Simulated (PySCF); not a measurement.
## Electronic structure of C₄H₈B₂FN in real space

Input

```
{"job": {"kind": "nmr", "xc": "PBE0", "basis": "pcSseg-1"}, "charge": 0, "multiplicity": 1}
B      3.322799     0.130573    -0.699456
N      1.917543     0.055454    -0.662626
B      1.060261     0.126134     0.458405
C     -0.471380     0.008373     0.245763
C     -1.282697    -0.092053    -0.825449
C     -2.546766    -0.066847    -0.018511
F     -3.370627    -1.163923    -0.126361
C     -1.632313    -0.039582     1.227360
H      3.909407     0.269983     0.301758
H      3.874479     0.054177    -1.730604
H      1.452572    -0.069124    -1.553050
H      1.516554     0.267915     1.525916
H     -1.137199    -0.148836    -1.889445
H     -3.186066     0.812103    -0.156377
H     -1.750011     0.820697     1.883424
H     -1.684156    -0.956102     1.810292
```

Command:

```sh
OMP_NUM_THREADS=1 python probes_run.py task.json out
```

Geometry: GFN2-xTB.

Computed with PBE0/pcSseg-1, SCF density, gas phase, non-relativistic (PySCF).

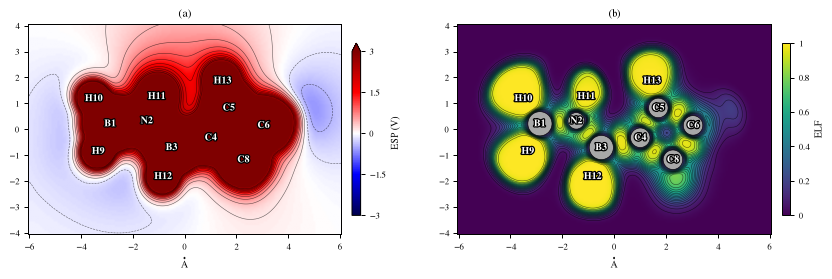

Figure 1. (a) molecular electrostatic potential; (b) ELF on the plane of atoms B3, N2 and H11. Grey discs cover the atomic cores in the ELF map.

**Interpret the plot.**

The plane passes through B, N, C and H nuclei. C–C (1.35 Å): the ELF peaks at about 0.90 between the atoms: a covalent bond. B–N (1.41 Å): the ELF peaks at about 0.95 between the atoms (a short, strongly polar bond). C–B (1.55 Å): the ELF peaks at about 1 between the atoms: localised, covalent bonding. N–H (1.01 Å): the ELF climbs to about 1 towards the hydrogen, as it does in any bond to H: an ordinary covalent bond to hydrogen. C–C (1.50 Å): the ELF peaks at about 0.95 between the atoms; a covalent bond. Outside the dense part of the molecule the potential is most negative (−0.6 V) near F7, which lies off the plane.

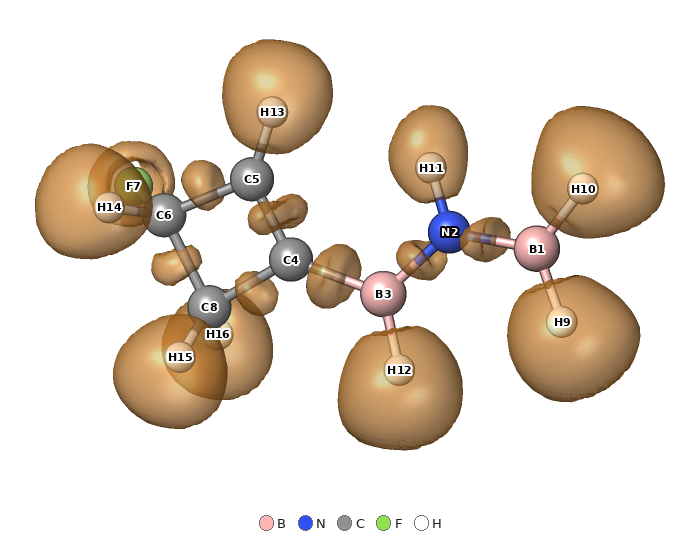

Figure 2. Isosurface of the ELF at 0.85 (orange), seen at a tilt. Only the valence region is drawn (cores and ρ < 0.01 e/Å³ removed).

**Where are the electrons localised?**

At this value the surface marks out one region between bonded B–C atoms (shared pairs), two regions between bonded B–N atoms (shared pairs), four regions between bonded C–C atoms (shared pairs), eight regions around hydrogen nuclei and one region wrapped around F (its lone pairs, merged into a ring or cap).


 C–F (1.38 Å): the ELF peaks at about 0.85 between the atoms (a shared but strongly polarised pair).

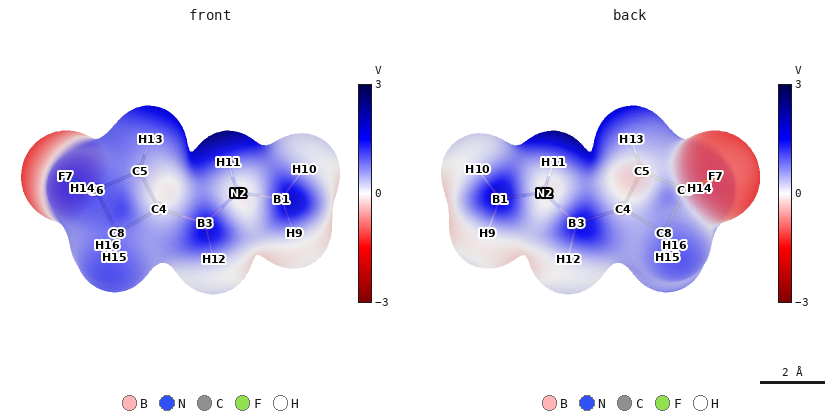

Figure 3. The electrostatic potential painted on the density surface at 0.004 e/bohr³, seen from the front and from behind; red is negative and blue positive.

**Which sites attract a positive test charge, and which a negative one?**

A positive charge is drawn to the negative regions and a negative charge to the positive ones. The most negative region (about −1.1 V) lies over F7, the most positive (about +2.5 V) over H11.
